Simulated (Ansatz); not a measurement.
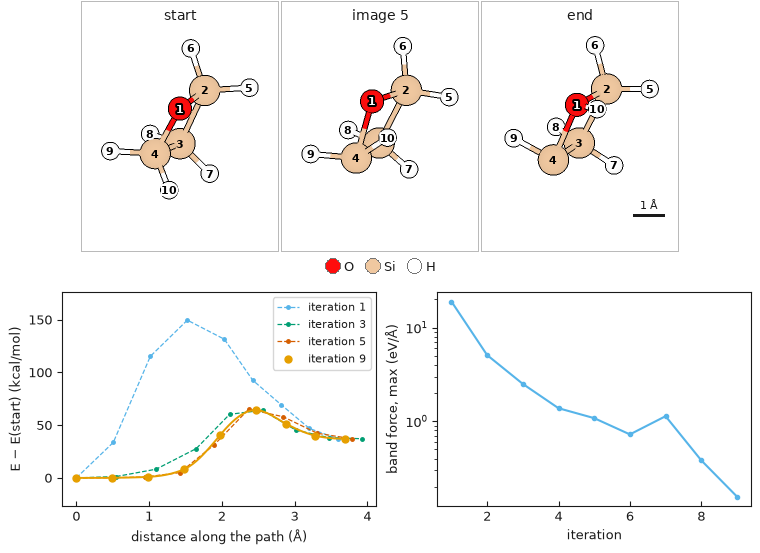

NEB run on Si$_{3}$H$_{6}$O. Images are numbered from 0 (start) to 8 (end). The plot follows the band through its iterations. The picture is a ball-and-stick view, seen from a free direction.

These are results of UKS revPBE-D4/STO-3G (Ansatz 0.2.0), not measurements. Run with 7 movable images; climbing image; force threshold 0.2 eV/Å; iteration limit 60; starting path through a guess of the saddle point.

How did the profile develop, and is the result final?

Answer. The run is converged, with reservations. The band converged in 9 iterations. The largest component of the band force went from 19 to 0.16 eV/Å. The climbing image converged on the top of the path. Its curvatures weren't checked. The force threshold is loose. The first iteration put the highest image at 149.6 kcal/mol. The highest point, image 5, lies 64.3 kcal/mol above the start and 27.2 kcal/mol above the end; the end is at +37.2 kcal/mol relative to the start.

Limits of the set-up: STO-3G is a minimal basis, so the numbers are rough.

Cost: 100 s on 1 thread of Intel(R) Xeon(R) 6975P-C (Granite Rapids), with other jobs on the host, peak memory 0.13 GiB.
